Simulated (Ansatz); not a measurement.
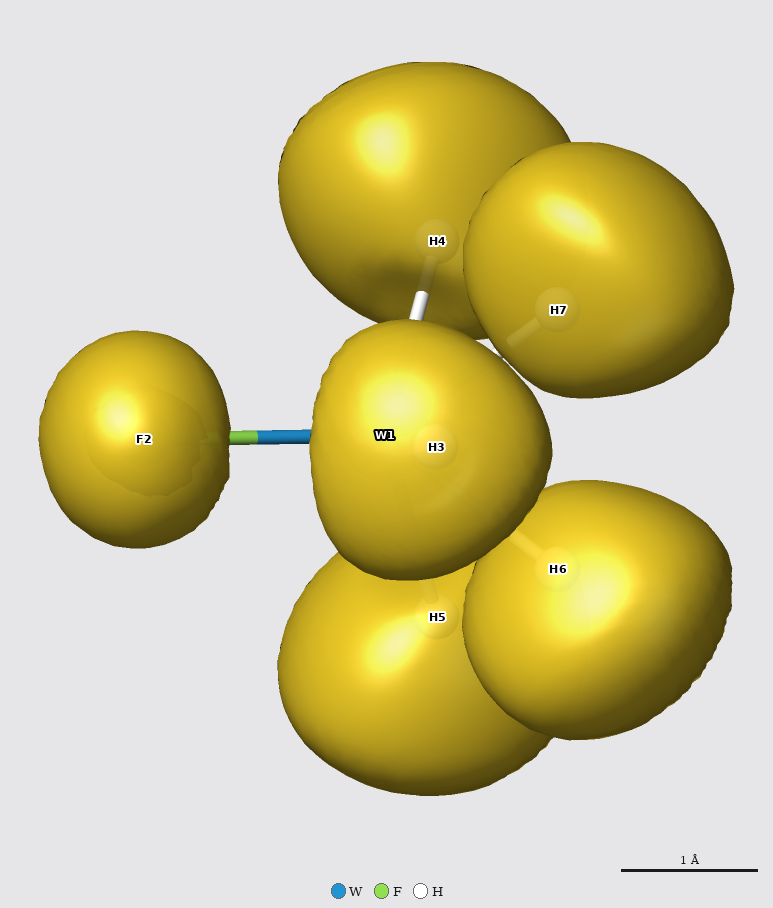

Figure. FH5W. Isosurface of the ELF at 0.75 (yellow), seen across its widest extent. Core shells and regions of very low density are left out.

Core potentials replace the inner electrons of W.

These are results of RKS PBE-D4/def2-SVP (Ansatz), not measurements.

```xyz
7

W    -0.0179    0.1842    0.3856
F     0.7001    0.3681    2.1033
H     1.3285   -0.7444    0.0931
H    -0.1699    1.6802   -0.4256
H    -1.5473   -0.5775    0.3928
H    -0.1543   -1.2364   -0.5220
H     0.8004    0.3258   -1.0878
```

What do the ELF domains correspond to?

Answer. The surface consists of five regions around hydrogen nuclei and one region wrapped around F (its valence shell). Along the contacts the grid gives the following. W–F (1.87 Å): the ELF peaks at about 0.80 in the valence shell of F, 0.5 Å from its nucleus, and drops to about 0.20 between the two atoms. W–H (1.66 Å): the ELF climbs to about 1 towards the hydrogen.
